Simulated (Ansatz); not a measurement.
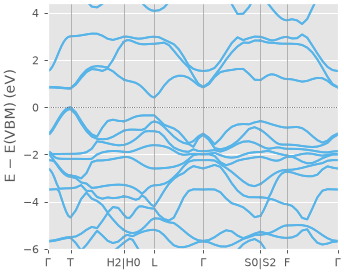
Figure. Band structure from DFT-r²SCAN with spin–orbit coupling in the program Ansatz with PAW potentials

Read off the gap and where the band edges lie.

About 0.4 eV (0.41 eV by a search for the band edges); maximum at T, minimum at L.

The material is NbCuN2 in space group R-3m (No. 166; Nb on 3b, Cu on 3a, N on 6c).

The start of the workflow was typed in or built on a structure type; neither database checked (COD, Materials Project) lists it. Its standing as an ambient phase is unchecked. Symmetry was held in the r²SCAN relaxation; its stability against distortions is not shown here. The workflow began spin-polarised and lost its moments.

Potentials: the earlier of the program's two PAW sets.
